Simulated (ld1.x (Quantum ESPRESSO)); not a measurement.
# B: variants of one RRKJ potential

One potential is built and tested. Then one design choice at a time is changed, to learn what it costs or gains.

The numbers are computed with ld1.x (Quantum ESPRESSO) 7.5 (PBE, scalar-relativistic, spin-unpolarised reference atom).

1 further run of the same task is left out (it didn't finish).

**1. The atom and the settings**

The settings as typed:

```json
{
  "element": "boron (B, Z = 5)",
  "type": "norm-conserving RRKJ (Kleinman–Bylander form)",
  "frozen core": "[He]",
  "valence charge": "3",
  "reference configuration": "2s2 2p0 (charge +1)",
  "partial waves": "2p (bound, empty): rc 2.40 bohr; 2s (bound): rc 1.35 bohr",
  "local potential": "the s channel",
  "core correction": "a·sin(br)/r model core inside 1.10 bohr"
}
```

The nodes and maxima of the atom's own shells, from an earlier all-electron run, set the scale for the radii.

All-electron outer shells of the reference configuration (PBE, scalar-relativistic, ld1.x):

| shell | level (eV) | outermost node (bohr) | outermost maximum (bohr) |
| --- | --- | --- | --- |
| 1s | -193.63 | – | 0.21 |
| 2s | -19.51 | 0.46 | 1.44 |
| 2p | -13.36 | – | 1.41 |
| 3d | -2.18 | – | 4.97 |

**2. Generation of the first potential**

File B.in:

```
 &input
   title='B', zed=5., rel=1, dft='PBE', iswitch=3,
   config='[He] 2s2 2p0',
   nld=2, rlderiv=2.60, eminld=-3.0, emaxld=5.0, deld=0.02
 /
 &inputp
   pseudotype=2, tm=.false., lloc=0,
   nlcc=.true., rcore=1.10,
   file_pseudopw='B.UPF', file_wfcaegen='ae.wfc', file_wfcncgen='nc.wfc', file_beta='beta', file_chi='chi'
 /
2
2P  2  1   0.00   0.00  2.40  2.40  0.0
2S  1  0   2.00   0.00  1.35  1.35  0.0
 &test
   configts(1)='2s2 2p0'
 /
```

Started as:

```sh
$ ld1.x < B.in > B.out
```

Output in B.out (without the banner and most projector matrices):

```text
     Program LD1 v.7.5
     --------------------------- All-electron run ----------------------------

     B
     scalar relativistic calculation

     atomic number is  5.00
     dft =PBE   lsd =0 sic =0 latt =0  beta=0.20 tr2=1.0E-14
     Exchange-correlation= PBE
                           (   1   4   3   4   0   0   0)
     mesh =1059 r(mesh) = 101.04461 a.u. xmin = -7.00 dx = 0.01250
     1 Ry =  13.60569312 eV, c = 137.03599908

     n l     nl                  e(Ry)          e(Ha)          e(eV)
     1 0     1S 1( 2.00)       -14.2313        -7.1156      -193.6261
     2 0     2S 1( 2.00)        -1.4340        -0.7170       -19.5110
     2 1     2P 1( 0.00)        -0.9823        -0.4911       -13.3645

     final scf error:  8.3E-15 reached in  24 iterations

     Etot =     -48.602552 Ry,     -24.301276 Ha,    -661.271412 eV

     Ekin =      48.471480 Ry,      24.235740 Ha,     659.488082 eV
     Encl =    -109.225749 Ry,     -54.612874 Ha,   -1486.092018 eV
     Eh   =      19.239312 Ry,       9.619656 Ha,     261.764175 eV
     Exc  =      -7.087596 Ry,      -3.543798 Ha,     -96.431650 eV

     normalization and overlap integrals

     s(1S/1S) =  1.000000  <r> =   0.3291  <r2> =    0.1471  r(max) =   0.2103
     s(2S/2S) =  1.000000  <r> =   1.7793  <r2> =    3.7514  r(max) =   1.4413
     s(2P/2P) =  1.000000  <r> =   1.8405  <r2> =    4.1964  r(max) =   1.4057

     ------------------------ End of All-electron run ------------------------

     --------------------- Generating NC pseudopotential ---------------------

      Generating local pot.: lloc=0, matching radius rcloc =   1.3500

      Computing core charge for nlcc:

       r > 1.11 : true rho core
       r < 1.11 : rho core = a sin(br)/r    a=   0.13  b=   2.52

      Integrated core pseudo-charge :   0.07

      Wfc   2P  rcut= 2.376  Estimated cut-off energy=       31.57 Ry
      This function has    0 nodes for 0 < r <    2.376

     ------------------- End of pseudopotential generation -------------------

     [... the all-electron block is printed once more ...]


     Computing logarithmic derivative in   2.60995
     Computing logarithmic derivative in   2.60995
     Computing the partial wave expansion
       no projector for channel:   0
     R is outside the sphere for l=    1 j= 0.00

     ---------------------- Testing the pseudopotential ----------------------

     B
     scalar relativistic calculation

     atomic number is  5.00   valence charge is  3.00
     dft =PBE   lsd =0 sic =0 latt =0  beta=0.20 tr2=1.0E-14
     mesh =1059 r(mesh) = 101.04461 xmin = -7.00 dx = 0.01250

     n l     nl             e AE (Ry)        e PS (Ry)    De AE-PS (Ry)
     1 0     2S   1( 2.00)       -1.43403       -1.43404        0.00001
     2 1     2P   1( 0.00)       -0.98227       -0.98227        0.00000

     eps = 1.3E-15  iter = 12

     Etot =     -48.602552 Ry,     -24.301276 Ha,    -661.271412 eV
     Etotps =    -4.629391 Ry,      -2.314695 Ha,     -62.986069 eV

     Ekin =       1.365135 Ry,       0.682567 Ha,      18.573606 eV
     Encl =      -6.875864 Ry,      -3.437932 Ha,     -93.550897 eV
     Ehrt =       2.028283 Ry,       1.014141 Ha,      27.596194 eV
     Ecxc =      -1.146944 Ry,      -0.573472 Ha,     -15.604973 eV
     (Ecc =      -0.030801 Ry,      -0.015401 Ha,      -0.419071 eV)

     ---------------------- End of pseudopotential test ----------------------
```

Wall time 0.84 s (1 thread, shared host). This counts the later configuration tests of the new file too.

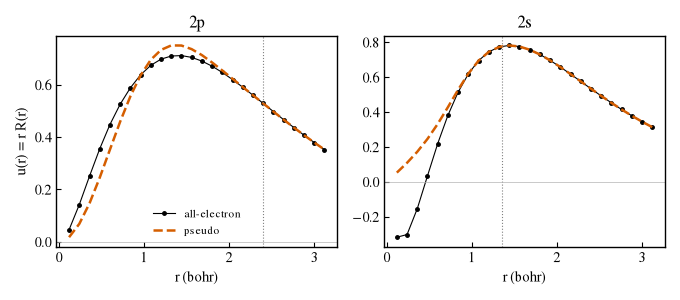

All-electron and pseudo partial waves (2p, 2s), with the matching radii dotted. The curves join 26 sampled radii.

**3. Configuration tests**

File B.test.in:

```
 &input
   title='B', zed=5., rel=1, dft='PBE', iswitch=2,
   config='[He] 2s2 2p0'
 /
 &test
   file_pseudo='B.UPF', nconf=8,
   configts(1)='2s2 2p0',
   configts(2)='2s2 2p1',
   configts(3)='2s1 2p0',
   configts(4)='2s2 2p0.5',
   configts(5)='2s2 2p1.3',
   configts(6)='2s1 2p2',
   configts(7)='2s0 2p3',
   configts(8)='2s1 2p1'
 /
```

Started as:

```sh
$ ld1.x < B.test.in > B.test.out
```

B.test.out, the pseudopotential blocks:

```text
     ---------------------- Testing the pseudopotential ----------------------

     B
     scalar relativistic calculation

     atomic number is  5.00   valence charge is  3.00
     dft =PBE   lsd =0 sic =0 latt =0  beta=0.20 tr2=1.0E-14
     mesh =1059 r(mesh) = 101.04461 xmin = -7.00 dx = 0.01250

     n l     nl             e AE (Ry)        e PS (Ry)    De AE-PS (Ry)
     1 0     2S   1( 2.00)       -1.43403       -1.43404        0.00001
     2 1     2P   1( 0.00)       -0.98227       -0.98227        0.00000

     eps = 6.1E-16  iter =  9

     Etot =     -48.602552 Ry,     -24.301276 Ha,    -661.271411 eV
     Etotps =    -4.629391 Ry,      -2.314695 Ha,     -62.986067 eV

     Ekin =       1.365135 Ry,       0.682567 Ha,      18.573608 eV
     Encl =      -6.875864 Ry,      -3.437932 Ha,     -93.550896 eV
     Ehrt =       2.028283 Ry,       1.014141 Ha,      27.596194 eV
     Ecxc =      -1.146944 Ry,      -0.573472 Ha,     -15.604973 eV
     (Ecc =      -0.030801 Ry,      -0.015401 Ha,      -0.419071 eV)

     ---------------------- End of pseudopotential test ----------------------

     ---------------------- Testing the pseudopotential ----------------------

     B
     [...]
     n l     nl             e AE (Ry)        e PS (Ry)    De AE-PS (Ry)
     1 0     2S   1( 2.00)       -0.69405       -0.69441        0.00036
     2 1     2P   1( 1.00)       -0.26511       -0.26804        0.00293

     eps = 1.2E-15  iter =  9

     Etot =     -49.206684 Ry,     -24.603342 Ha,    -669.491038 eV
     Etotps =    -5.236709 Ry,      -2.618355 Ha,     -71.249061 eV
     dEtot_ae =      -0.604131 Ry
     dEtot_ps =      -0.607319 Ry,   Delta E=       0.003187 Ry

     [...]
     ---------------------- End of pseudopotential test ----------------------

     ---------------------- Testing the pseudopotential ----------------------

     B
     [...]
     n l     nl             e AE (Ry)        e PS (Ry)    De AE-PS (Ry)
     1 0     2S   1( 1.00)       -2.31339       -2.30971       -0.00368
     2 1     2P   1( 0.00)       -1.87356       -1.85435       -0.01921  !

     eps = 5.3E-15  iter =  9

     Etot =     -46.734041 Ry,     -23.367020 Ha,    -635.849013 eV
     Etotps =    -2.762208 Ry,      -1.381104 Ha,     -37.581759 eV
     dEtot_ae =       1.868512 Ry
     dEtot_ps =       1.867182 Ry,   Delta E=       0.001330 Ry

     [...]
     ---------------------- End of pseudopotential test ----------------------

     ---------------------- Testing the pseudopotential ----------------------

     B
     [...]
     n l     nl             e AE (Ry)        e PS (Ry)    De AE-PS (Ry)
     1 0     2S   1( 2.00)       -1.03851       -1.04030        0.00179
     2 1     2P   1( 0.50)       -0.59442       -0.59844        0.00401

     eps = 6.3E-15  iter =  9

     Etot =     -48.994466 Ry,     -24.497233 Ha,    -666.603665 eV
     Etotps =    -5.022623 Ry,      -2.511311 Ha,     -68.336265 eV
     dEtot_ae =      -0.391914 Ry
     dEtot_ps =      -0.393232 Ry,   Delta E=       0.001319 Ry

     [...]
     ---------------------- End of pseudopotential test ----------------------

     ---------------------- Testing the pseudopotential ----------------------

     B
     [...]
     n l     nl             e AE (Ry)        e PS (Ry)    De AE-PS (Ry)
     1 0     2S   1( 2.00)       -0.51890       -0.51787       -0.00102
     2 1     2P   1( 1.30)       -0.10161       -0.10299        0.00139

     eps = 6.2E-16  iter = 12

     Etot =     -49.260950 Ry,     -24.630475 Ha,    -670.229365 eV
     Etotps =    -5.291631 Ry,      -2.645815 Ha,     -71.996301 eV
     dEtot_ae =      -0.658398 Ry
     dEtot_ps =      -0.662240 Ry,   Delta E=       0.003842 Ry

     [...]
     ---------------------- End of pseudopotential test ----------------------

     ---------------------- Testing the pseudopotential ----------------------

     B
     [...]
     n l     nl             e AE (Ry)        e PS (Ry)    De AE-PS (Ry)
     1 0     2S   1( 1.00)       -0.72916       -0.72967        0.00051
     2 1     2P   1( 2.00)       -0.29827       -0.30103        0.00276

     eps = 5.4E-15  iter = 10

     Etot =     -48.776654 Ry,     -24.388327 Ha,    -663.640180 eV
     Etotps =    -4.809096 Ry,      -2.404548 Ha,     -65.431084 eV
     dEtot_ae =      -0.174101 Ry
     dEtot_ps =      -0.179705 Ry,   Delta E=       0.005604 Ry

     [...]
     ---------------------- End of pseudopotential test ----------------------

     ---------------------- Testing the pseudopotential ----------------------

     B
     [...]
     n l     nl             e AE (Ry)        e PS (Ry)    De AE-PS (Ry)
     1 0     2S   1( 0.00)       -0.75829       -0.75904        0.00075
     2 1     2P   1( 3.00)       -0.32646       -0.32912        0.00266

     eps = 1.1E-15  iter = 12

     Etot =     -48.345216 Ry,     -24.172608 Ha,    -657.770177 eV
     Etotps =    -4.379753 Ry,      -2.189877 Ha,     -59.589578 eV
     dEtot_ae =       0.257336 Ry
     dEtot_ps =       0.249637 Ry,   Delta E=       0.007699 Ry

     [...]
     ---------------------- End of pseudopotential test ----------------------

     ---------------------- Testing the pseudopotential ----------------------

     B
     [...]
     n l     nl             e AE (Ry)        e PS (Ry)    De AE-PS (Ry)
     1 0     2S   1( 1.00)       -1.43999       -1.44693        0.00694  !
     2 1     2P   1( 1.00)       -0.98910       -0.99598        0.00689  !

     eps = 3.4E-15  iter = 11

     Etot =     -48.151191 Ry,     -24.075596 Ha,    -655.130332 eV
     Etotps =    -4.177996 Ry,      -2.088998 Ha,     -56.844537 eV
     dEtot_ae =       0.451361 Ry
     dEtot_ps =       0.451394 Ry,   Delta E=      -0.000033 Ry

     [...]
     ---------------------- End of pseudopotential test ----------------------
```

Excitation and ionisation energies from 2s2 2p0, with the error of the potential.

```csv
valence configuration,charge,ΔE all-electron (eV),error AE − PS (meV)
2s2 2p1,0,-8.220,+43
2s1 2p0,+2,25.422,+18
2s2 2p0.5,+0.5,-5.332,+18
2s2 2p1.3,-0.3,-8.958,+52
2s1 2p2,0,-2.369,+76
2s0 2p3,0,3.501,+105
2s1 2p1,+1,6.141,-0.4
```

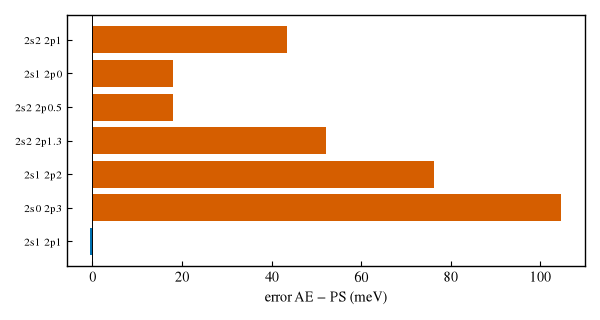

Error of the potential in each test configuration.

**4. Logarithmic derivatives**

Taken from the files of the generation run. The phase is arctan(r·u′/u) with u = r·R, unwrapped, with energies in Ry. A pole is an energy at which the radial function vanishes at the test radius. The pseudo phase is shifted by a multiple of π to meet the all-electron one at the reference energy. Levels narrower than the energy grid can be missing from the poles. The last column is the largest difference on the grid between −1 and +1 Ry.

```tsv
channel	radius (bohr)	reference (Ry)	poles AE	poles PS	window around the reference with phases within 0.05 rad (Ry)	largest difference near zero (rad)
s	2.61	-1.43	-0.92, 4.89	-0.92, 4.66	below 1.3	0.012
p	2.61	-0.98	-0.49, 4.26	-0.48	below 0.8	0.055
```

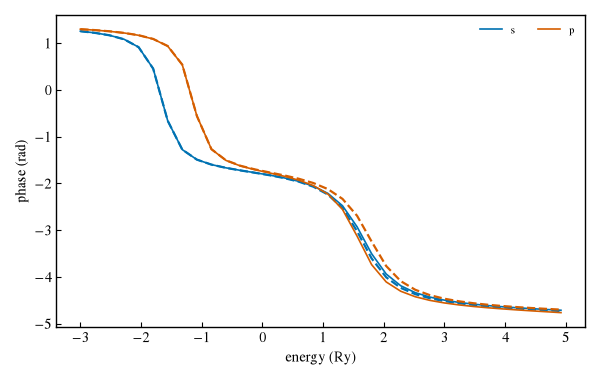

Phases by channel: all-electron solid, pseudo dashed.

[end of part 1 of 2]
